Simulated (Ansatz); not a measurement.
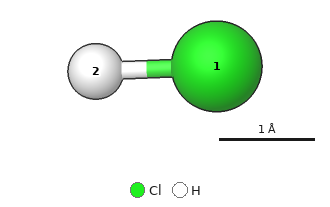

*The structure as given in the input (ball-and-stick view, seen at a tilt; atoms are numbered from 1 in the order of the input).*

# HCl: geometry relaxation

- system: HCl
- method: RKS PBE0-D4/def2-TZVP (Ansatz 0.2.0)

Figures and captions count atoms from 1; the log counts them from 0 in places.

## What the program printed
```
Functional definition: PBE0
  name "PBE0"
  cite "Adamo & Barone, J. Chem. Phys. 110, 6158 (1999) doi:10.1063/1.478522"
  cite "Perdew, Burke & Ernzerhof, Phys. Rev. Lett. 77, 3865 (1996) doi:10.1103/PhysRevLett.77.3865"
  parent pbe
  parameter a = 0.25
  parameter kappa = 0.804
  parameter beta = 0.06672455060314922
  exchange = (1 - a)*pbe_x(kappa = kappa, mu = beta*pi^2/3) + a*exact_x
  correlation = pbe_c(beta = beta)
312 factors; their error is unknown
mean field evaluation 1: about -12535.0598 eV, gradient 9.4e0 eV
mean field evaluation 2: about -12535.1413 eV, gradient 8.7e0 eV
mean field evaluation 4: about -12535.2777 eV, gradient 2.2e-1 eV
mean field evaluation 8: about -12535.3163 eV, gradient 5.6e-4 eV
mean field -12535.31631823 eV, -460.6643779524 hartree, gradient 4.2e-5 eV, S^2 0.000000; 0 other end points of the search recorded, 0 dependent functions left out
the calculation of the forces begins
reference -12535.31633359 eV, -460.6643785169 hartree; 9, 9 occupied and 34, 34 virtual orbitals, 312 factors
relax step   1: F+E_penalty+E_count = -12535.32089846 eV  Δ(F+E_penalty+E_count) = +0.000e0 eV  max|allowed force component| = 9.061e-2 eV/Å  Δτ_max = 0.0000 Å  (20 SCF iters, accepted)
these checks for a lower state are left out or cut short: starts, cluster_reference, orbital_swaps, neighbouring_geometries, increment
312 factors; their error is unknown
mean field evaluation 16: about -12535.3164 eV, gradient 1.1e-4 eV
mean field -12535.31643472 eV, -460.6643822332 hartree, gradient 6.4e-6 eV, S^2 0.000000; 0 other end points of the search recorded, 0 dependent functions left out
the calculation of the forces begins
reference -12535.31645007 eV, -460.6643827973 hartree; 9, 9 occupied and 34, 34 virtual orbitals, 312 factors
relax step   2: F+E_penalty+E_count = -12535.32101357 eV  Δ(F+E_penalty+E_count) = -1.151e-4 eV  max|allowed force component| = 3.692e-2 eV/Å  Δτ_max = 0.0009 Å  (19 SCF iters, accepted)
these checks for a lower state are left out or cut short: starts, cluster_reference, orbital_swaps, neighbouring_geometries, increment
312 factors; their error is unknown
mean field -12535.31645841 eV, -460.6643831039 hartree, gradient 7.5e-5 eV, S^2 0.000000; 0 other end points of the search recorded, 0 dependent functions left out
the calculation of the forces begins
reference -12535.31647375 eV, -460.6643836678 hartree; 9, 9 occupied and 34, 34 virtual orbitals, 312 factors
relax step   3: F+E_penalty+E_count = -12535.32103631 eV  Δ(F+E_penalty+E_count) = -2.275e-5 eV  max|allowed force component| = 1.732e-4 eV/Å  Δτ_max = 0.0006 Å  (16 SCF iters, accepted)
312 factors; their error is unknown
mean field evaluation 32: about -12535.3165 eV, gradient 8.5e-2 eV
```

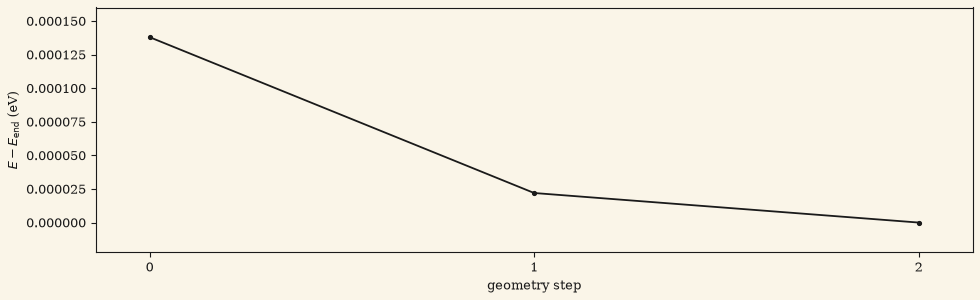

*Progress of the relaxation, step by step (the first geometry is step 0 here and step 1 in the log).*

The atoms keep their places after the best rigid fit (all moves are under 0.005 Å). After 2 geometry steps the energy has fallen by next to nothing (0.0 eV). The largest force component goes from 0.091 to 0.00017 eV/Å.

```
mean field -12535.31645841 eV, -460.6643831039 hartree, gradient 7.5e-5 eV, S^2 0.000000; 1 other end points of the search recorded, 0 dependent functions left out
the calculation of the forces begins
reference -12535.31647375 eV, -460.6643836678 hartree; 9, 9 occupied and 34, 34 virtual orbitals, 312 factors
Total energy: -12535.32105166 eV, -460.6645519027 hartree
Atom 0 at     1.355452    -1.505545     2.408610 Å, force    -0.000022     0.000042     0.000173 eV/Å
Atom 1 at     1.514736    -1.805029     1.175552 Å, force     0.000022    -0.000042    -0.000173 eV/Å
Dipole moment:     0.032709    -0.061499    -0.253207 e Å
```

## Trajectory as extended XYZ (Å, eV, eV/Å), 3 frames, from step=1 to step=3
```
2
Properties=species:S:1:pos:R:3:forces:R:3 step=1 energy=-12535.32090
Cl    1.3553   -1.5052    2.4100    0.0117  -0.0220  -0.0906
H     1.5149   -1.8054    1.1741   -0.0117   0.0220   0.0906
2
Properties=species:S:1:pos:R:3:forces:R:3 step=2 energy=-12535.32101
Cl    1.3554   -1.5054    2.4092    0.0048  -0.0090  -0.0369
H     1.5148   -1.8052    1.1750   -0.0048   0.0090   0.0369
2
Properties=species:S:1:pos:R:3:forces:R:3 step=3 energy=-12535.32104
Cl    1.3555   -1.5055    2.4086    0.0000   0.0000   0.0002
H     1.5147   -1.8050    1.1756    0.0000   0.0000  -0.0002
```

This output came from the following input.

## Input
```yaml
crystal:
  periodic: [false, false, false]
  atoms:
    - {symbol: Cl, position_ang: [1.355269, -1.505202, 2.410023]}
    - {symbol: H, position_ang: [1.514919, -1.805372, 1.174139]}
basis:
  gaussian: {orbitals: def2-TZVP}
hamiltonian: {xc: pbe0, dispersion: d4}
relax: {f_tol: 0.005, max_steps: 200}
```

Launched with:
```bash
ansatz run in.yaml --threads 4 --pin off --events-out ev --progress --plain --max-ram 9574MiB
```

## Results in brief

```csv
quantity,value
outcome,converged
total energy,−12535.3211 eV
mean-field energy,−12535.3165 eV
dispersion energy,−0.0046 eV
SCF solution under orbital rotations,stable
largest force (length of the vector) at the end,under 0.001 eV/Å
dipole moment,1.26 D
hardware,"4 threads of Arm Neoverse V1, 23 GiB of memory available, shared host"
peak memory,0.48 GiB
```
